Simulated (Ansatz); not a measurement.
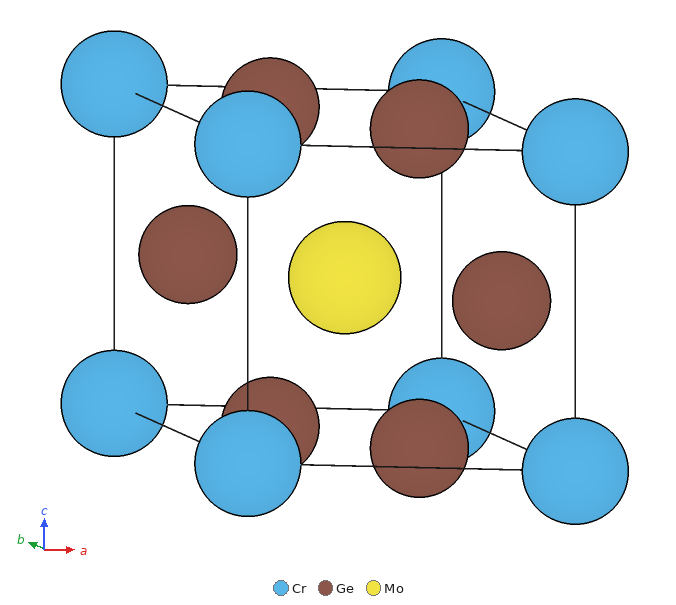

Drawn in the spheres-only manner and seen slightly off an axis. The lines enclose the simulation cell; boundary atoms appear with their images.

The program read this input:
```yaml
crystal:
  lattice:
    - [2.3277634374, -4.0928126573, 0.0]
    - [2.3277634374, 4.0928126573, 0.0]
    - [0.0, 0.0, 4.6537340974]
  atoms:
    - { symbol: Cr, position: [0.0, 0.0, 0.0] }
    - { symbol: Ge, position: [0.6619036709, 0.3380963291, 0.0] }
    - { symbol: Ge, position: [0.1599667418, 0.8400332582, 0.5] }
    - { symbol: Ge, position: [0.3380963291, 0.6619036709, 0.0] }
    - { symbol: Ge, position: [0.8400332582, 0.1599667418, 0.5] }
    - { symbol: Mo, position: [0.5, 0.5, 0.5] }
basis:
  ecutwfc: 420
kpoints:
  mp_grid: { grid: [10, 10, 8] }
  band_path:
    path:
      - [[0.0, 0.0, 0.0], [-0.5, 0.5, 0.0], [-0.33086749, 0.66913251, 0.0]]
      - [[0.33086749, 0.33086749, 0.0], [0.0, 0.0, 0.0], [0.0, 0.0, 0.5], [0.33086749, 0.33086749, 0.5]]
      - [[-0.33086749, 0.66913251, 0.5], [-0.5, 0.5, 0.5], [-0.5, 0.5, 0.0]]
      - [[0.0, 0.0, 0.0], [0.0, 0.5, 0.0], [0.0, 0.5, 0.5], [0.0, 0.0, 0.5], [-0.5, 0.5, 0.5]]
    npoints: 14
hamiltonian:
  xc: pbe
scf:
  occupations: { method: gaussian, width: 0.1 }
  n_extra_bands: 15
output:
  forces: true
  stress: true
  eigenvalues: true
  populations: true
  dos: { projected: true, de: 0.02, nscf_kmesh: { grid: [12, 12, 10] } }
  bader: true
  write_density: true
  write_potential: true
  elf: true
  volumetric_format: npy
```
Run as:
```sh
ansatz run input.yaml --threads 1 --pin off --max-ram 2560MiB --backend cpu --events-out ev --progress --plain --runs-dir out
```

Level of theory and settings: DFT PBE, scalar-relativistic, plane waves, PAW in Ansatz 0.2.0, plane-wave cutoff 420 eV, Brillouin-zone sampling on a 10×10×8 mesh, Gaussian smearing of 0.1 eV, no spin polarisation (a spin-restricted run, not always the ground state).

Q: How charged are the atoms, by the Bader scheme?

A: Cr +0.53 e; Ge -0.22 to -0.18 e; Mo +0.28 e.

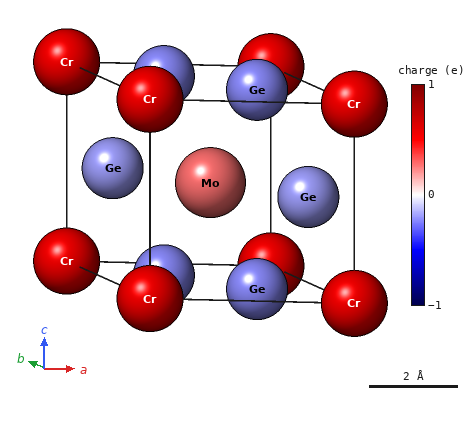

The atoms coloured by those charges.

The cell started as a structure type filled with these elements by a generator (whether the compound takes this form wasn't checked). Earlier steps of the study may have refined or changed the cell and positions. Ansatz was used for an electronic-structure calculation on it.
